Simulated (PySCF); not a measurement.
# C6H11N2P: vibronic structure

Computed with PySCF 2.14.0 and routines of our own; the level stands in each step. Atoms count from 0.

### Step 1. The starting structure

20 atoms, charge 0, multiplicity 1; geometry from: GFN2-xTB.

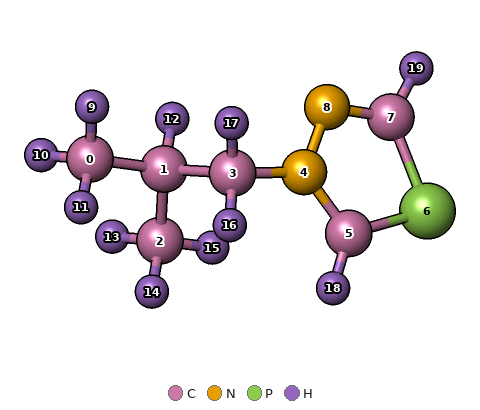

The starting geometry (carbon pink, nitrogen amber, phosphorus green, hydrogen purple).

### Step 2. Vibronic structure: TDDFT LC-wPBE/def2-SVP

The job: settings as JSON, then the geometry in Å.

```
{"job": {"kind": "vib", "xc": "LC-wPBE", "basis": "def2-SVP", "tda": false}, "charge": 0, "multiplicity": 1}
C     -2.272226     0.709011    -0.776554
C     -0.956204     0.001818    -0.469136
C     -1.199538    -1.276926     0.327000
C     -0.023144     0.953262     0.297768
N      1.292223     0.387853     0.448354
C      1.779772    -0.172387     1.567631
P      3.361387    -0.816902     1.343332
C      3.206229    -0.250629    -0.313958
N      2.081032     0.345456    -0.606433
H     -2.100945     1.601890    -1.372844
H     -2.932396     0.048233    -1.332142
H     -2.774026     0.999227     0.144263
H     -0.458996    -0.255058    -1.410128
H     -1.836900    -1.954952    -0.234862
H     -1.689775    -1.051434     1.272526
H     -0.262680    -1.789503     0.534954
H     -0.429260     1.165918     1.289196
H      0.076681     1.888798    -0.259511
H      1.184242    -0.171615     2.462830
H      3.949374    -0.351381    -1.085014
```

Level: TDDFT LC-wPBE/def2-SVP vertical-gradient vibronic structure (displaced harmonic oscillators, Condon), gas phase.

The run is started by

```bash
> OMP_NUM_THREADS=1 python excited_run.py task.json out
```

This one command runs all jobs of the session in turn.

Q: Estimate the wall time and peak memory of this first job on 1 thread of Arm Neoverse N1, shared host.

About 2.3 min, with a peak of 1.1 GiB.
